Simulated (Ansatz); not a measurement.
**C2H5Ga: geometry relaxation**

System: C2H5Ga.
Method: RKS PBE0-D4/def2-TZVP (Ansatz 0.2.0).

Figures and captions count atoms from 1; the log counts them from 0 in places.

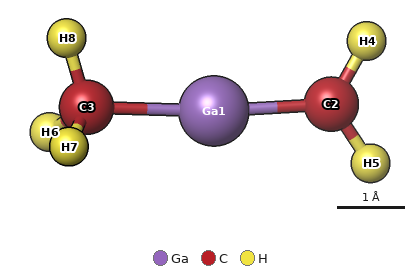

**Figure 1.** The structure as given in the input (ball-and-stick view, seen at a tilt; atoms are numbered from 1 in the order of the input). Sticks mark near contacts.

Input:
```yaml
crystal:
  periodic: [false, false, false]
  atoms:
    - {symbol: Ga, position_ang: [-0.242586, 0.390265, 0.074516]}
    - {symbol: C, position_ang: [-1.317845, 1.049140, -1.184768]}
    - {symbol: C, position_ang: [0.897185, -0.180504, 1.529187]}
    - {symbol: H, position_ang: [-1.875667, 1.966156, -1.040165]}
    - {symbol: H, position_ang: [-1.456702, 0.533476, -2.126535]}
    - {symbol: H, position_ang: [0.582748, -1.150546, 1.915432]}
    - {symbol: H, position_ang: [1.937799, -0.241412, 1.208882]}
    - {symbol: H, position_ang: [0.829992, 0.549256, 2.339267]}
basis:
  gaussian: {orbitals: def2-TZVP}
hamiltonian: {xc: pbe0, dispersion: d4}
relax: {f_tol: 0.005, max_steps: 200}
```

Command:
```bash
ansatz run in.yaml --threads 4 --pin off --events-out ev --progress --plain --max-ram 9574MiB
```

The program's output:
```
Functional definition: PBE0
  name "PBE0"
  cite "Adamo & Barone, J. Chem. Phys. 110, 6158 (1999) doi:10.1063/1.478522"
  cite "Perdew, Burke & Ernzerhof, Phys. Rev. Lett. 77, 3865 (1996) doi:10.1103/PhysRevLett.77.3865"
  parent pbe
  parameter a = 0.25
  parameter kappa = 0.804
  parameter beta = 0.06672455060314922
  exchange = (1 - a)*pbe_x(kappa = kappa, mu = beta*pi^2/3) + a*exact_x
  correlation = pbe_c(beta = beta)
993 factors; their error is unknown
mean field evaluation 1: about -54507.5732 eV, gradient 8.1e1 eV
mean field evaluation 2: about -54482.2750 eV, gradient 1.1e2 eV
mean field evaluation 4: about -54522.3737 eV, gradient 1.1e1 eV
mean field evaluation 8: about -54522.6564 eV, gradient 2.2e-1 eV
mean field evaluation 16: about -54522.8359 eV, gradient 1.5e-4 eV
mean field -54522.83586899 eV, -2003.6772612800 hartree, gradient 7.4e-5 eV, S^2 0.000000; 0 other end points of the search recorded, 0 dependent functions left out
the calculation of the forces begins
reference -54522.83589711 eV, -2003.6772623134 hartree; 24, 24 occupied and 116, 116 virtual orbitals, 993 factors
relax step   1: F+E_penalty+E_count = -54522.93325507 eV  Δ(F+E_penalty+E_count) = +0.000e0 eV  max|allowed force component| = 2.760e-1 eV/Å  Δτ_max = 0.0000 Å  (29 SCF iters, accepted)
these checks for a lower state are left out or cut short: starts, cluster_reference, orbital_swaps, neighbouring_geometries, increment
993 factors; their error is unknown
mean field -54522.84317553 eV, -2003.6775297904 hartree, gradient 8.4e-6 eV, S^2 0.000000; 0 other end points of the search recorded, 0 dependent functions left out
[... from here on the field's lines of each further geometry are left out, up to the last ...]
relax step   2: F+E_penalty+E_count = -54522.94058683 eV  Δ(F+E_penalty+E_count) = -7.332e-3 eV  max|allowed force component| = 5.478e-2 eV/Å  Δτ_max = 0.0442 Å  (34 SCF iters, accepted)
relax step   3: F+E_penalty+E_count = -54522.93765325 eV  Δ(F+E_penalty+E_count) = +2.934e-3 eV  max|allowed force component| = 1.244e-1 eV/Å  Δτ_max = 0.0496 Å  (33 SCF iters, rejected (line search))
relax step   4: F+E_penalty+E_count = -54522.94154540 eV  Δ(F+E_penalty+E_count) = -9.586e-4 eV  max|allowed force component| = 1.602e-2 eV/Å  Δτ_max = 0.0248 Å  (32 SCF iters, accepted)
relax step   5: F+E_penalty+E_count = -54522.94160219 eV  Δ(F+E_penalty+E_count) = -5.679e-5 eV  max|allowed force component| = 9.203e-3 eV/Å  Δτ_max = 0.0033 Å  (34 SCF iters, accepted)
relax step   6: F+E_penalty+E_count = -54522.94156324 eV  Δ(F+E_penalty+E_count) = +3.895e-5 eV  max|allowed force component| = 3.839e-2 eV/Å  Δτ_max = 0.0056 Å  (34 SCF iters, rejected (line search))
relax step   7: F+E_penalty+E_count = -54522.94162559 eV  Δ(F+E_penalty+E_count) = -2.340e-5 eV  max|allowed force component| = 5.179e-3 eV/Å  Δτ_max = 0.0027 Å  (34 SCF iters, accepted)
relax step   8: F+E_penalty+E_count = -54522.94166475 eV  Δ(F+E_penalty+E_count) = -3.916e-5 eV  max|allowed force component| = 6.151e-3 eV/Å  Δτ_max = 0.0138 Å  (32 SCF iters, accepted)
relax step   9: F+E_penalty+E_count = -54522.93739640 eV  Δ(F+E_penalty+E_count) = +4.268e-3 eV  max|allowed force component| = 1.461e-1 eV/Å  Δτ_max = 0.1102 Å  (36 SCF iters, rejected (line search))
relax step  10: F+E_penalty+E_count = -54522.94166479 eV  Δ(F+E_penalty+E_count) = -3.686e-8 eV  max|allowed force component| = 6.189e-3 eV/Å  Δτ_max = 0.0003 Å  (34 SCF iters, accepted)
relax step  11: F+E_penalty+E_count = -54522.94145675 eV  Δ(F+E_penalty+E_count) = +2.080e-4 eV  max|allowed force component| = 3.541e-2 eV/Å  Δτ_max = 0.0552 Å  (32 SCF iters, rejected (line search))
relax step  12: F+E_penalty+E_count = -54522.94164819 eV  Δ(F+E_penalty+E_count) = +1.660e-5 eV  max|allowed force component| = 1.119e-2 eV/Å  Δτ_max = 0.0021 Å  (34 SCF iters, rejected (line search))
the calculation of the forces begins
reference -54522.84424010 eV, -2003.6775689124 hartree; 24, 24 occupied and 116, 116 virtual orbitals, 993 factors
relax step  13: F+E_penalty+E_count = -54522.94167175 eV  Δ(F+E_penalty+E_count) = -6.964e-6 eV  max|allowed force component| = 4.678e-3 eV/Å  Δτ_max = 0.0011 Å  (34 SCF iters, accepted)
993 factors; their error is unknown
mean field evaluation 128: about -54522.8442 eV, gradient 7.4e-6 eV
```

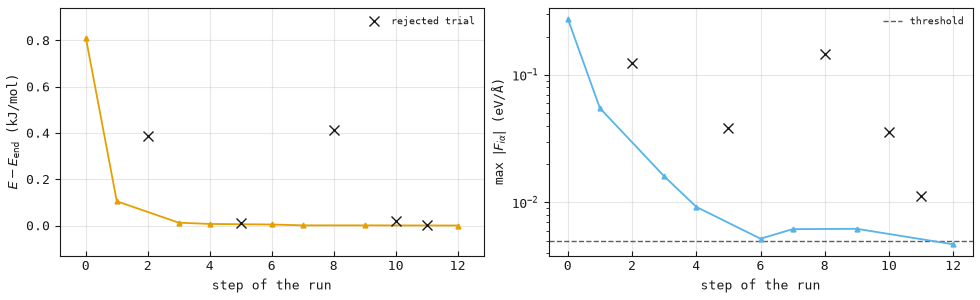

**Figure 2.** Progress of the relaxation, step by step (the first geometry is step 0 here and step 1 in the log).

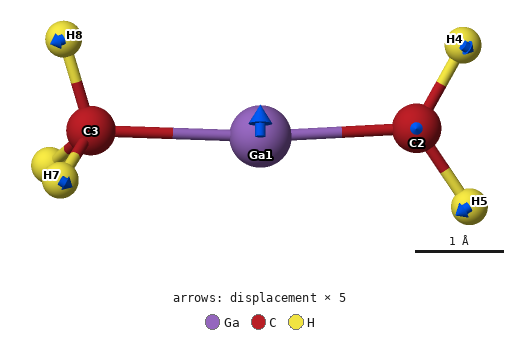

**Figure 3.** The starting structure with the displacements as blue arrows, magnified 5 times (ball-and-stick view, seen on its broad side). The two geometries are laid on each other by the best rigid fit. Over 12 geometry steps the energy falls by 0.81 kJ/mol. Largest force component: 0.28 eV/Å at the start, 0.0047 eV/Å at the end. The line search rejected the trial steps at points 2, 5, 8, 10, 11 (counted from 0) and went back. The largest move after the best rigid fit is that of Ga1, 0.074 Å. Largest moves by element: Ga 0.074 Å, H 0.039 Å, C 0.021 Å. Among the contacts that change: Ga1–C2 1.782 → 1.777 Å. Among the angles that change: C2–Ga1–C3 174.9° → 177.5°. (Atoms are counted from 1 in the order of the input.)

```
mean field -54522.84421195 eV, -2003.6775678778 hartree, gradient 2.2e-5 eV, S^2 0.000000; 1 other end points of the search recorded, 0 dependent functions left out
the calculation of the forces begins
reference -54522.84424010 eV, -2003.6775689124 hartree; 24, 24 occupied and 116, 116 virtual orbitals, 993 factors
Total energy: -54522.94169990 eV, -2003.6811504942 hartree
Atom 0 at    -0.275902     0.436858     0.121224 Å, force    -0.003449     0.000513    -0.002609 eV/Å
Atom 1 at    -1.300745     1.059071    -1.190584 Å, force     0.004678    -0.000440     0.004649 eV/Å
Atom 2 at     0.894464    -0.180984     1.528056 Å, force    -0.000103    -0.000549    -0.000090 eV/Å
Atom 3 at    -1.894810     1.955899    -1.063338 Å, force    -0.001533     0.001342     0.000216 eV/Å
Atom 4 at    -1.427857     0.510179    -2.115696 Å, force    -0.000314    -0.001497    -0.002479 eV/Å
Atom 5 at     0.577473    -1.154264     1.903563 Å, force    -0.000313    -0.000346     0.000608 eV/Å
Atom 6 at     1.925637    -0.244931     1.178901 Å, force     0.000981     0.000266    -0.000924 eV/Å
Atom 7 at     0.856665     0.534002     2.353689 Å, force     0.000053     0.000712     0.000629 eV/Å
Dipole moment:     0.373031    -0.226073     0.482270 e Å
```

Trajectory as extended XYZ (Å, eV, eV/Å), 13 frames, from step=1 to step=13:
```
8
Properties=species:S:1:pos:R:3:forces:R:3 step=1 energy=-54522.93326
Ga   -0.2426    0.3903    0.0745   -0.1427   0.2760   0.0861
C    -1.3178    1.0491   -1.1848    0.1253  -0.1903  -0.0109
C     0.8972   -0.1805    1.5292    0.0329  -0.1316  -0.1057
H    -1.8757    1.9662   -1.0402    0.0215   0.0070   0.0573
H    -1.4567    0.5335   -2.1265   -0.0165   0.0046  -0.0279
H     0.5827   -1.1505    1.9154    0.0059  -0.0012   0.0123
H     1.9378   -0.2414    1.2089    0.0086   0.0003   0.0132
H     0.8300    0.5493    2.3393   -0.0349   0.0352  -0.0245
8
Properties=species:S:1:pos:R:3:forces:R:3 step=2 energy=-54522.94059
Ga   -0.2524    0.4263    0.0981   -0.0512   0.0445  -0.0028
C    -1.3107    1.0525   -1.1880    0.0394  -0.0548   0.0263
C     0.8981   -0.1838    1.5268    0.0008  -0.0250  -0.0502
H    -1.8883    1.9585   -1.0486    0.0117   0.0000   0.0076
H    -1.4443    0.5209   -2.1224    0.0067   0.0045   0.0009
H     0.5782   -1.1535    1.9097   -0.0125   0.0138  -0.0055
H     1.9368   -0.2493    1.2010   -0.0081   0.0142  -0.0018
H     0.8376    0.5442    2.3392    0.0132   0.0029   0.0255
8
Properties=species:S:1:pos:R:3:forces:R:3 step=3 energy=-54522.93765 accepted=F
Ga   -0.2763    0.4306    0.1197    0.0791   0.0313  -0.0649
C    -1.3472    1.0253   -1.1682   -0.0068   0.0759  -0.1009
C     0.8973   -0.1825    1.5268   -0.0642  -0.0190   0.0260
H    -1.8719    1.9709   -1.0665    0.0107  -0.1035   0.0097
H    -1.4115    0.5299   -2.1330   -0.0165   0.0159   0.1244
H     0.5828   -1.1541    1.9091    0.0066   0.0003   0.0134
H     1.9304   -0.2448    1.1827   -0.0234   0.0133  -0.0207
H     0.8513    0.5406    2.3452    0.0145  -0.0142   0.0129
8
Properties=species:S:1:pos:R:3:forces:R:3 step=4 energy=-54522.94155
Ga   -0.2629    0.4425    0.1137   -0.0120   0.0086  -0.0062
C    -1.3118    1.0501   -1.1850    0.0055  -0.0024   0.0078
C     0.8946   -0.1796    1.5274    0.0160  -0.0086  -0.0012
H    -1.8893    1.9581   -1.0597   -0.0031  -0.0062  -0.0154
H    -1.4290    0.5093   -2.1161   -0.0078   0.0114  -0.0016
H     0.5727   -1.1533    1.8973   -0.0034   0.0000   0.0115
H     1.9278   -0.2463    1.1848    0.0039   0.0044   0.0035
H     0.8527    0.5348    2.3534    0.0008  -0.0072   0.0016
8
Properties=species:S:1:pos:R:3:forces:R:3 step=5 energy=-54522.94160
Ga   -0.2637    0.4426    0.1140   -0.0033   0.0030  -0.0062
C    -1.3137    1.0493   -1.1846    0.0045   0.0022   0.0057
C     0.8952   -0.1803    1.5274    0.0047  -0.0023   0.0001
H    -1.8907    1.9580   -1.0609   -0.0010  -0.0079  -0.0092
H    -1.4278    0.5118   -2.1181   -0.0040   0.0064   0.0040
H     0.5732   -1.1530    1.8998   -0.0029  -0.0016   0.0042
H     1.9285   -0.2472    1.1852    0.0006   0.0028  -0.0002
H     0.8538    0.5347    2.3529    0.0014  -0.0026   0.0016
8
Properties=species:S:1:pos:R:3:forces:R:3 step=6 energy=-54522.94156 accepted=F
Ga   -0.2653    0.4429    0.1151    0.0249  -0.0201   0.0384
C    -1.3090    1.0522   -1.1857   -0.0249   0.0110  -0.0312
C     0.8960   -0.1812    1.5283   -0.0269   0.0223  -0.0150
H    -1.8942    1.9553   -1.0623    0.0003   0.0053   0.0040
H    -1.4279    0.5124   -2.1173    0.0062  -0.0033   0.0031
H     0.5718   -1.1532    1.9013    0.0106   0.0001  -0.0024
H     1.9281   -0.2468    1.1828    0.0061  -0.0100   0.0064
H     0.8555    0.5343    2.3535    0.0035  -0.0053  -0.0033
8
Properties=species:S:1:pos:R:3:forces:R:3 step=7 energy=-54522.94163
Ga   -0.2644    0.4435    0.1148    0.0025  -0.0044   0.0037
C    -1.3118    1.0508   -1.1853   -0.0034   0.0046  -0.0018
C     0.8955   -0.1805    1.5277   -0.0026   0.0052  -0.0009
H    -1.8928    1.9568   -1.0621    0.0006  -0.0031  -0.0034
H    -1.4278    0.5117   -2.1177    0.0008   0.0017   0.0033
H     0.5727   -1.1530    1.9003   -0.0002  -0.0017   0.0004
H     1.9284   -0.2475    1.1846    0.0017  -0.0007  -0.0003
H     0.8551    0.5340    2.3537    0.0007  -0.0015  -0.0009
8
Properties=species:S:1:pos:R:3:forces:R:3 step=8 energy=-54522.94166
Ga   -0.2753    0.4376    0.1208    0.0010  -0.0038   0.0039
C    -1.3014    1.0584   -1.1901    0.0004   0.0037   0.0018
C     0.8942   -0.1808    1.5279    0.0046  -0.0031   0.0023
H    -1.8943    1.9560   -1.0633   -0.0029   0.0028  -0.0009
H    -1.4277    0.5101   -2.1156   -0.0011  -0.0029  -0.0062
H     0.5775   -1.1542    1.9033   -0.0028  -0.0004  -0.0005
H     1.9254   -0.2449    1.1790    0.0015   0.0012  -0.0014
H     0.8566    0.5337    2.3538   -0.0007   0.0024   0.0009
8
Properties=species:S:1:pos:R:3:forces:R:3 step=9 energy=-54522.93740 accepted=F
Ga   -0.3616    0.3871    0.1669   -0.0661   0.0970  -0.1461
C    -1.2190    1.1179   -1.2272   -0.0655  -0.0550   0.0593
C     0.8851   -0.1841    1.5300    0.0476  -0.0904   0.0258
H    -1.9077    1.9472   -1.0694    0.1006  -0.0990  -0.0081
H    -1.4258    0.5014   -2.1007    0.0291   0.0701   0.0750
H     0.6135   -1.1631    1.9299    0.0075   0.0468  -0.0239
H     1.9027   -0.2258    1.1347   -0.0470   0.0055   0.0068
H     0.8676    0.5354    2.3515   -0.0063   0.0250   0.0111
8
Properties=species:S:1:pos:R:3:forces:R:3 step=10 energy=-54522.94166
Ga   -0.2754    0.4375    0.1208    0.0016  -0.0043   0.0033
C    -1.3014    1.0584   -1.1901    0.0007   0.0038   0.0019
C     0.8942   -0.1809    1.5278    0.0038  -0.0023   0.0035
H    -1.8943    1.9560   -1.0633   -0.0032   0.0030  -0.0009
H    -1.4277    0.5101   -2.1155   -0.0013  -0.0029  -0.0062
H     0.5776   -1.1542    1.9034   -0.0031  -0.0004  -0.0005
H     1.9255   -0.2450    1.1791    0.0019   0.0015  -0.0020
H     0.8565    0.5339    2.3536   -0.0003   0.0017   0.0009
8
Properties=species:S:1:pos:R:3:forces:R:3 step=11 energy=-54522.94146 accepted=F
Ga   -0.3189    0.4133    0.1447   -0.0188   0.0197  -0.0354
C    -1.2608    1.0879   -1.2084   -0.0098  -0.0032   0.0094
C     0.8898   -0.1825    1.5290    0.0202  -0.0296   0.0153
H    -1.9019    1.9515   -1.0668    0.0222  -0.0259   0.0020
H    -1.4255    0.5056   -2.1087    0.0033   0.0128   0.0143
H     0.5950   -1.1584    1.9166   -0.0002   0.0131  -0.0077
H     1.9140   -0.2359    1.1563   -0.0139   0.0032  -0.0001
H     0.8632    0.5343    2.3531   -0.0029   0.0099   0.0022
8
Properties=species:S:1:pos:R:3:forces:R:3 step=12 energy=-54522.94165 accepted=F
Ga   -0.2762    0.4360    0.1210    0.0098   0.0046   0.0112
C    -1.3009    1.0585   -1.1900   -0.0015   0.0026  -0.0091
C     0.8949   -0.1804    1.5281   -0.0085  -0.0026  -0.0060
H    -1.8945    1.9557   -1.0631   -0.0030   0.0026   0.0024
H    -1.4276    0.5105   -2.1156   -0.0017  -0.0032  -0.0039
H     0.5761   -1.1536    1.9021    0.0051  -0.0042   0.0080
H     1.9261   -0.2449    1.1795    0.0033  -0.0014  -0.0043
H     0.8572    0.5341    2.3540   -0.0034   0.0017   0.0016
8
Properties=species:S:1:pos:R:3:forces:R:3 step=13 energy=-54522.94167
Ga   -0.2759    0.4369    0.1212   -0.0034   0.0005  -0.0026
C    -1.3007    1.0591   -1.1906    0.0047  -0.0004   0.0046
C     0.8945   -0.1810    1.5281   -0.0001  -0.0005  -0.0001
H    -1.8948    1.9559   -1.0633   -0.0015   0.0013   0.0002
H    -1.4279    0.5102   -2.1157   -0.0003  -0.0015  -0.0025
H     0.5775   -1.1543    1.9036   -0.0003  -0.0003   0.0006
H     1.9256   -0.2449    1.1789    0.0010   0.0003  -0.0009
H     0.8567    0.5340    2.3537    0.0001   0.0007   0.0006
```

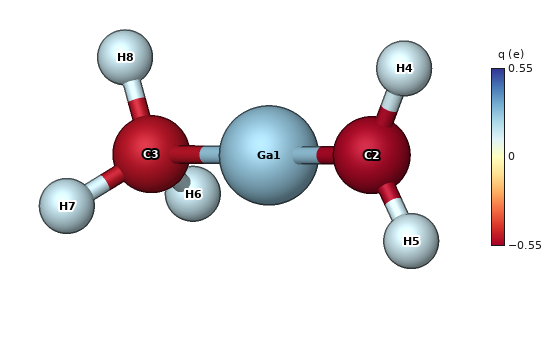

**Figure 4.** Mulliken charges, as the colour of each atom (ball-and-stick view, seen at a tilt; atoms are numbered from 1 in the order of the input). By element: Ga +0.26, C −0.53 to −0.50 and H +0.14 to +0.16 e.

Results in brief:

- outcome: converged
- total energy: −54522.9417 eV
- mean-field energy: −54522.8442 eV
- dispersion energy: −0.0975 eV
- SCF solution under orbital rotations: stable
- largest force (length of the vector) at the end: 0.007 eV/Å
- dipole moment: 3.12 D
- hardware: 4 threads of Arm Neoverse V2, 23 GiB of memory available, shared host
- wall time: 17 s (CPU time 61 s)
- peak memory: 0.43 GiB
